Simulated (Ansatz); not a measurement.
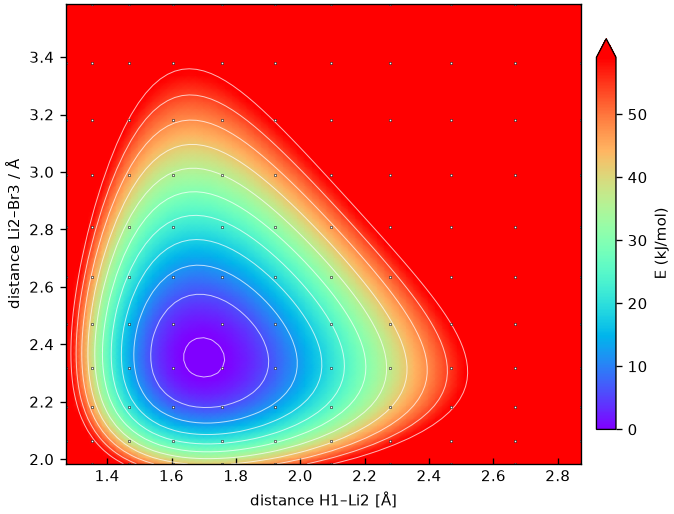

The system H⁻ + LiBr. Coordinates scanned: (1) distance H1–Li2; (2) distance Li2–Br3. Nothing is relaxed (the angle H1–Li2–Br3 is fixed at 180 degrees). The scan uses an 11 × 11 grid. All energies are given in kJ/mol relative to the lowest grid point. The reference is spin-restricted, so regions where a bond is pulled apart into radicals lie too high. All numbers below come from RKS wB97X-V/def2-TZVPD (Ansatz).

Drawn: a smooth colour map with a few white contour lines, dots at the grid points, one colour for all values above the top of the scale. Between grid points the surface is interpolated.

Where is the minimum, and how stiff is the well along each coordinate?

The interpolated minimum is at distance H1–Li2 ≈ 1.698 Å, distance Li2–Br3 ≈ 2.352 Å. The curvatures there are about 4.4 eV/Å² and 3.8 eV/Å², with a cross term of about 0.2 eV/Å². Round the minimum the two coordinates are weakly coupled (coupling 0.05 in units of the two stiffnesses). (1 eV is 96.5 kJ/mol.)
